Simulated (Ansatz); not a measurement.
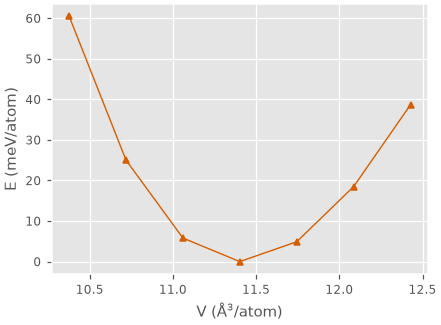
Fig. 1. HfO2 in space group P4_2/nmc (No. 137; Hf on 2a, O on 4d) under volume change, PBE in the plane-wave PAW code Ansatz, shape and atoms relaxed at each volume.

**Question.** What does a third-order Birch–Murnaghan fit give for V₀, B₀ and B′?

**Answer.** V₀ = 11.40 Å³/atom, B₀ = 165 GPa, B′ = 6.3.

This is a known high-temperature phase of the composition, computed here at zero pressure and temperature. Symmetry was held in the PBE relaxation; whether a distortion lowers the energy is not shown. The run is not spin-polarised. Spin–orbit coupling is left out wherever it is not named.

Potentials: the earlier of the program's two PAW sets.
